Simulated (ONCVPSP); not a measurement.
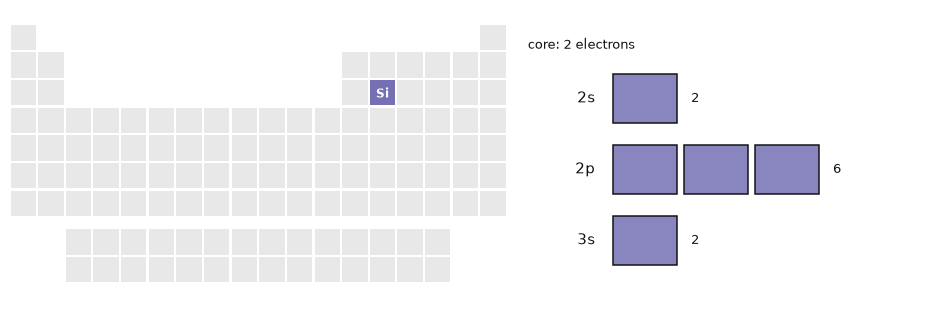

Figure 1. Left, the place of silicon in the periodic table; right, the valence shells of the reference configuration: a box for each of the 2l + 1 orbitals, shaded by the share of the shell that is filled, with the electron count at the right. The shells are those of the unaltered input.

Pseudopotential generation for Si

System: silicon (Si, Z = 14), core [He], reference valence 2s2 2p6 3s2 (an ion of charge +2), valence charge 12. (This line and the method describe the unaltered input from which the odd one was made.)
Method: ONCV potential, PBE, scalar-relativistic, made with ONCVPSP 4.0.1.

### Input file
```
# ATOM AND REFERENCE CONFIGURATION
# atsym  z   nc   nv     iexc    psfile
  Si 14.00    1    3        0      upf
#
#   n    l    f
    1    0    2.00
    2    0    2.00
    2    1    6.00
    3    0    2.00
#
# PSEUDOPOTENTIAL AND OPTIMIZATION
# lmax
    1
#
#   l,   rc,      ep,       ncon, nbas, qcut
    0    0.80    0.00    4    9   17.30
    1    0.60    0.00    4    9   28.20
#
# LOCAL POTENTIAL
# lloc, lpopt,  rc(5),   dvloc0
    4    5    0.60    0.00
#
# VANDERBILT-KLEINMAN-BYLANDER PROJECTORs
# l, nproj, debl
    0    3    2.60
    1    1    0.90
#
# MODEL CORE CHARGE
# icmod, fcfact, rcfact
    3    3.00    1.60
#
# LOG DERIVATIVE ANALYSIS
# epsh1, epsh2, depsh
   -7.00    5.00    0.04
#
# OUTPUT GRID
# rlmax, drl
    6.00    0.01
#
# TEST CONFIGURATIONS
# ncnf
    4
# nvcnf
#   n    l    f
    4
    2    0    2.00
    2    1    6.00
    3    0    2.00
    3    1    2.00
#
    4
    2    0    2.00
    2    1    6.00
    3    0    2.00
    3    1    1.00
#
    3
    2    0    2.00
    2    1    6.00
    3    0    1.00
#
    3
    2    0    2.00
    2    1    6.00
    3    0    0.00
#
```

Command:
```bash
oncvpsp.x < Si.dat > Si.out
```

### Log (extracts)
```
ONCVPSP  (Optimized Norm-Conservinng Vanderbilt PSeudopotential)
scalar-relativistic version 4.0.1

ONCVPSP  (Optimized Norm-Conservinng Vanderbilt PSeudopotential)
scalar-relativistic version 4.0.1 03/01/2019

While it is not required under the terms of the GNU GPL, it is
suggested that you cite D. R. Hamann, Phys. Rev. B 88, 085117 (2013)
in any publication utilizing these pseudopotentials.

test_data: must have iexc <=4, iexc /= 0.
  negative values for libxc
ERROR: test_data found   1 ERROR; stopping
```

### What the run reported

| quantity | value |
| --- | --- |
| outcome | refused by the program |
| hardware | 1 CPU thread, shared host |

### What went wrong

One thing in this input was made wrong on purpose: iexc set to 0. The generator stopped with the message “test_data: must have iexc <=4, iexc /= 0.”.
